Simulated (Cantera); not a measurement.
Input: 1 mol Ti(OiPr)₄, 0.48 mol C₃H₈, 66 mol H₂, 0.08 mol O₂, equilibrated at 6.70 mbar.

Method: chemical equilibrium by Gibbs-energy minimisation in Cantera with the NASA 1993 tables (ideal gas, pure condensed phases). Candidate condensed phases: C, C₆H₆, C₇H₈, C₈H₁₈, H₂O, Ti, TiC, TiO, TiO₂, Ti₂O₃, Ti₃O₅, Ti₄O₇; 113 gas species. The feed counts by its element totals alone. TiC: taken at fixed stoichiometry. Kinetics and transport are ignored.

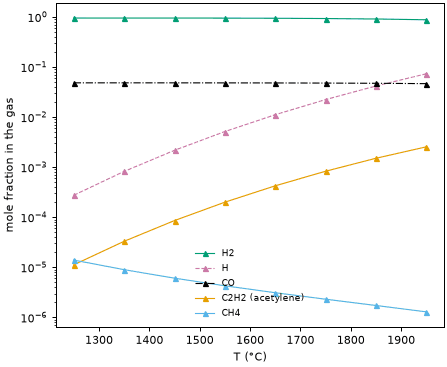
Figure: Equilibrium gas composition (values under 1e-9 drawn at 1e-9)

From 1250 °C to 1950 °C the condensed part is C(graphite) + TiC(s).
